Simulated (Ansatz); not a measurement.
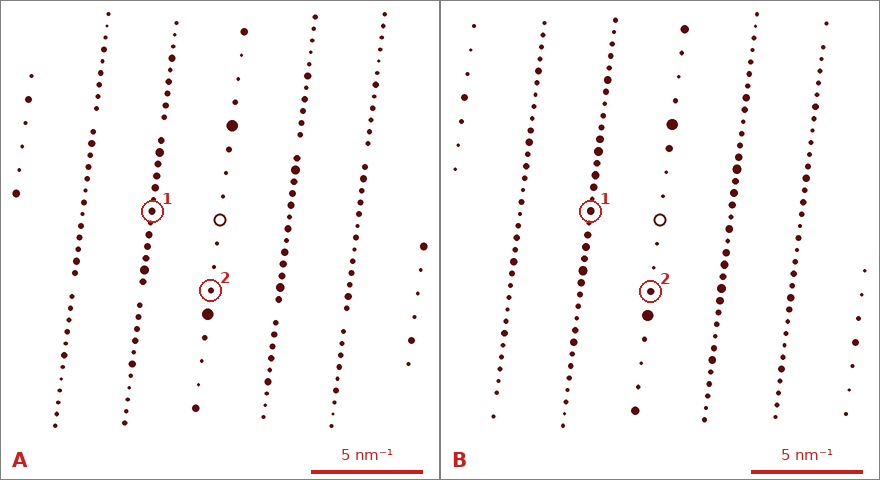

Kinematic electron diffraction patterns (200 kV, B = 0.5 Å², same scale) along [100] of the run's own cell, for the start and the end of one relaxation of ScCd3C3 with DFT, PAW plane waves, r2scan in Ansatz 0.2.0. k mesh 6×6×2. The start is a generated model structure, and the relaxation ends in the nearest stationary point of its symmetry, not necessarily the ground state. Spot 1 is 0 -1 0 and spot 2 is 0 0 -6 in both.

Start structure:

```yaml
crystal:
  lattice:
    - [3.73532, 0.00000, 0.00000]
    - [-1.86766, 3.23489, 0.00000]
    - [0.00000, 0.00000, 18.67772]
  atoms:
    - { symbol: C, position: [0.33330, 0.66670, 0.25000] }
    - { symbol: C, position: [0.66660, 0.33330, 0.75000] }
    - { symbol: C, position: [0.33330, 0.66670, 0.58760] }
    - { symbol: C, position: [0.66660, 0.33330, 0.08760] }
    - { symbol: C, position: [0.33330, 0.66670, 0.91240] }
    - { symbol: C, position: [0.66670, 0.33340, 0.41240] }
    - { symbol: Sc, position: [0.00000, 0.00000, 0.00000] }
    - { symbol: Sc, position: [0.00000, 0.00000, 0.50000] }
    - { symbol: Cd, position: [0.33330, 0.66670, 0.12930] }
    - { symbol: Cd, position: [0.66660, 0.33330, 0.62930] }
    - { symbol: Cd, position: [0.33330, 0.66670, 0.37070] }
    - { symbol: Cd, position: [0.66670, 0.33340, 0.87070] }
    - { symbol: Cd, position: [0.33330, 0.66670, 0.75000] }
    - { symbol: Cd, position: [0.66660, 0.33330, 0.25000] }
```

Question: Which pattern belongs to the start structure, and which to the relaxed one?

Answer: A is the start: its cell gives d(1) = 3.235 Å, d(2) = 3.113 Å and an angle of 90.0°. B is the relaxed structure, with d(1) = 3.173 Å (-1.9 %), d(2) = 3.071 Å (-1.3 %) and 90.0°.

Question: Name reflections whose intensity changes strongly on relaxation.

Answer: 0 1 -7, 0 2 7 come into sight; 0 1 -13 goes from 15 to 5.1 % of the strongest spot; 0 1 -11 goes from 8 to 22 % of the strongest spot; 0 0 6 goes from 7 to 16 % of the strongest spot.

Question: Summarise the relaxation behind the change.

Answer: The volume changed by -5.1 % to 15.30 Å³ an atom; with the mean shift removed, the atoms moved by up to 0.48 Å relative to the cell (C most); the space group stayed P6_3/mmc (No. 194); the free energy fell by 200 meV an atom. Relaxed cell: a = 3.664 Å, b = 3.664 Å, c = 18.429 Å, α = 90.00°, β = 90.00°, γ = 120.00°.
